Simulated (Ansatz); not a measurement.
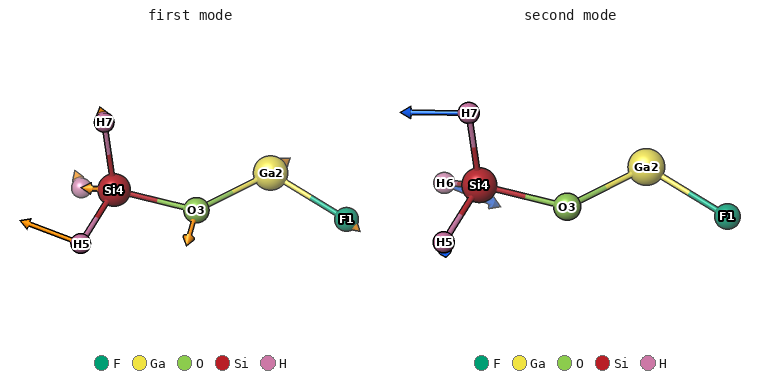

The system is FGaH3OSi, SMILES [F][Ga][O][SiH3], spin multiplicity 2; the picture shows the reference structure; its two panels give the patterns of the first and the second mode as arrows. The first coordinate is: normal mode 5 (465 cm⁻¹); the second: normal mode 8 (695 cm⁻¹). Nothing is relaxed (straight displacements along the two mass-weighted modes). The scan uses a 9 × 9 grid. Energies: eV, counted from the relaxed molecule at the same level. Level of theory: Ansatz 0.2.0, UKS PBE-D4/def2-SVP.

Its coordinates:

```xyz
7

F    -2.4510    2.3598    1.0382
Ga   -1.5556    0.8286    1.1912
O    -0.2937    0.5527   -0.0880
Si    0.8158   -0.6636   -0.4428
H     1.5858   -0.2214   -1.6542
H     0.1253   -1.9686   -0.7433
H     1.7734   -0.8875    0.6989
```

Range: normal mode 5 (465 cm⁻¹) from −0.869 to 0.869 amu½·Å; normal mode 8 (695 cm⁻¹) from −0.581 to 0.581 amu½·Å.

Predict the map.

The lowest grid point is at normal mode 5 (465 cm⁻¹) = 0.000 amu½·Å, normal mode 8 (695 cm⁻¹) = 0.000 amu½·Å, 0.000 eV from the relaxed molecule at the same level. No other kind of well shows on this grid. The highest grid point, normal mode 5 (465 cm⁻¹) = −0.869 amu½·Å, normal mode 8 (695 cm⁻¹) = −0.581 amu½·Å, lies 0.706 eV above the lowest.

| normal mode 8 (695 cm⁻¹) ↓, normal mode 5 (465 cm⁻¹) → | −0.869 | −0.652 | −0.434 | −0.217 | 0.000 | 0.217 | 0.434 | 0.652 | 0.869 |
| --- | --- | --- | --- | --- | --- | --- | --- | --- | --- |
| 0.581 | 0.704 | 0.529 | 0.412 | 0.345 | 0.322 | 0.337 | 0.384 | 0.459 | 0.559 |
| 0.436 | 0.550 | 0.378 | 0.263 | 0.197 | 0.176 | 0.192 | 0.241 | 0.317 | 0.418 |
| 0.291 | 0.445 | 0.274 | 0.161 | 0.097 | 0.076 | 0.094 | 0.143 | 0.221 | 0.322 |
| 0.145 | 0.384 | 0.215 | 0.102 | 0.039 | 0.019 | 0.037 | 0.087 | 0.165 | 0.267 |
| 0.000 | 0.365 | 0.195 | 0.082 | 0.020 | 0.000 | 0.018 | 0.068 | 0.146 | 0.249 |
| −0.145 | 0.385 | 0.215 | 0.102 | 0.039 | 0.019 | 0.037 | 0.087 | 0.165 | 0.267 |
| −0.291 | 0.446 | 0.275 | 0.161 | 0.097 | 0.077 | 0.095 | 0.145 | 0.223 | 0.325 |
| −0.436 | 0.551 | 0.379 | 0.264 | 0.200 | 0.179 | 0.195 | 0.245 | 0.323 | 0.425 |
| −0.581 | 0.706 | 0.533 | 0.417 | 0.351 | 0.329 | 0.345 | 0.394 | 0.471 | 0.574 |

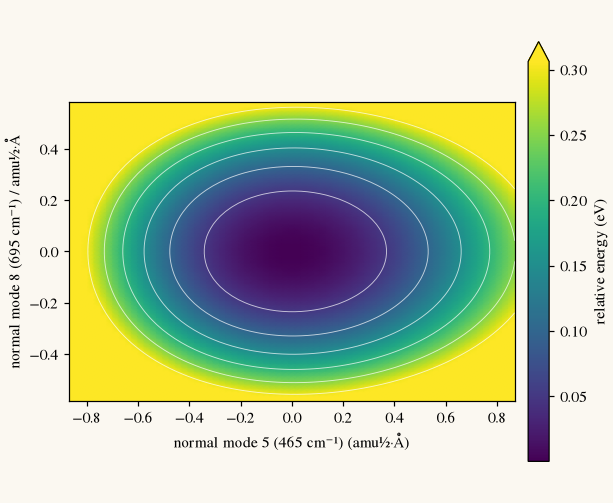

Drawn: a smooth colour map with a few white contour lines, one colour for all values above the top of the scale. Between grid points the surface is interpolated.

Each point was launched as `ansatz run input.yaml --threads 1 --pin off --max-ram 2560MiB --backend cpu --events-out ev --progress --plain --runs-dir out`. The whole map (81 points run) took 11 min on 1 thread of Intel(R) Xeon(R) Platinum 8375C CPU @ 2.90GHz (Ice Lake), with other jobs on the host.
